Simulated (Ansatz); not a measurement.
All values below come from PBE (plane waves to 420 eV, PAW; Ansatz, an electronic-structure program).

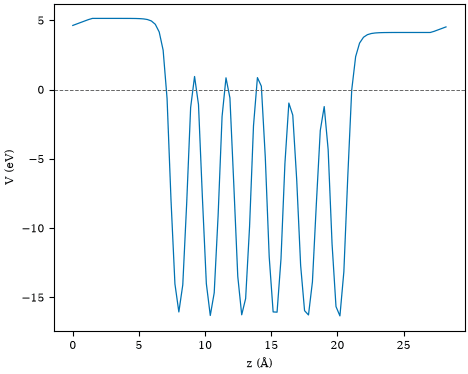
Figure: Electrostatic potential energy of an electron, averaged over planes parallel to the surface, in eV from the Fermi level, for a constructed model of the (111) surface of fcc Au, a layer of Hf in place of the second plane (bottom of the slab: a bare face, its two planes held)

Slab: 6 atoms, 12.5 Å thick at the start; k 15x15x1, smearing 0.1 eV, dipole-corrected; 2 atoms held, the rest relaxed; start symmetry kept, larger cells not searched; no spin, no spin-orbit, no U. In PBE it lies 0.11 eV a 1x1 cell over the lowest computed structure of the same composition (a layer of Hf in place of the third plane).

Task: The surface cell has an area of 7.48 Å². What dipole along the normal does the step between the two vacuum levels imply?

Result: the top vacuum level lies 1.02 eV below the bottom one; p = −ε₀ A ΔV (ε₀ = 0.005526 e/(V·Å)) gives 0.04 e·Å a cell.
